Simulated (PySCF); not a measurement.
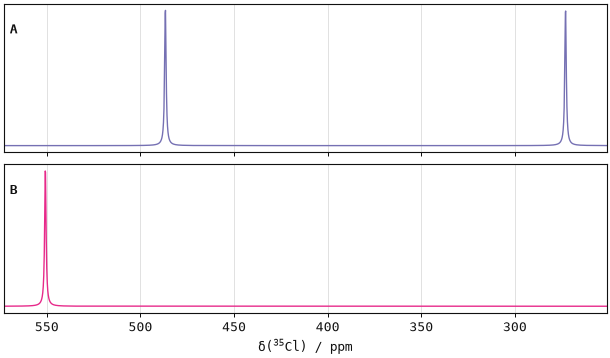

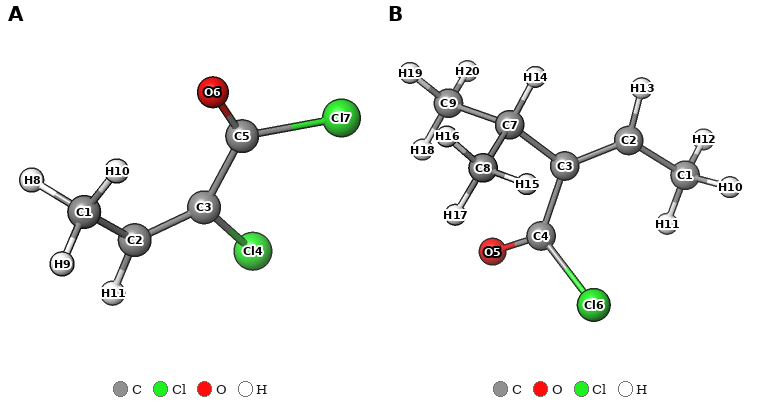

Related molecules: A is C₄H₄Cl₂O, SMILES C/C=C(/Cl)C(=O)Cl; B is C₇H₁₁ClO, SMILES C/C=C(\C(=O)Cl)C(C)C. GIAO ³⁵Cl shifts against HCl (Cl: the usual scale starts at aqueous chloride instead), PBE0/pcSseg-1, PySCF, at a GFN2-xTB geometry (no frequency check); fully decoupled, line heights follow the number of nuclei within a panel, widths are arbitrary (no quadrupolar broadening); values of one conformer, averaged over nuclei that symmetry or rotation about single bonds exchange, these motions taken as fast; other conformers aren't averaged in.

> Assign the ³⁵Cl signals of each molecule.

A: 486.7 (Cl7); 273.0 (Cl4)
B: 550.8 (Cl6)

Caveats, for all or some of the runs: the tight-binding geometry is rougher than a DFT one and adds to the error.
